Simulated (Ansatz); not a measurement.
# A computed series for hypothetical ReO3 type ScCl3: pressure series

The parent structure is ScCl₃ in the ReO3 type structure (space group Pm-3m, No. 221; a = 4.9632 Å; a hypothetical phase, not in the database extracts checked).

Cell and atoms are relaxed at each pressure.

Computed with r2SCAN in Ansatz (plane waves to 500 eV, PAW, no spin-orbit coupling).

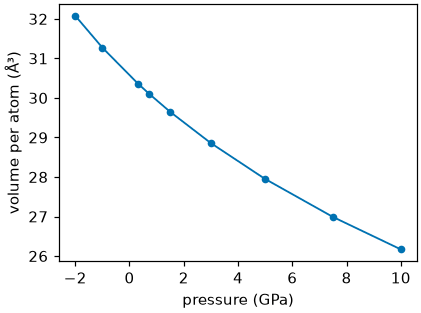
Volume against pressure

Task: Estimate the zero-pressure bulk modulus from the plot.

Result: About 46 GPa; a third-order Birch–Murnaghan fit to the points gives V₀ = 30.57 Å³/atom, B₀ = 46 GPa and B₀′ = 4.3.

Between the base and pressure 5 GPa the gap moves from 3.05 eV to 3.14 eV, a mean slope of 17 meV/GPa.

Load acts through the strain it causes; cell and atoms are relaxed under it. Whether these cells are dynamically stable was not tested. Competing high-pressure phases were not computed. All final runs are without spin polarisation.

Ansatz is an electronic-structure program.
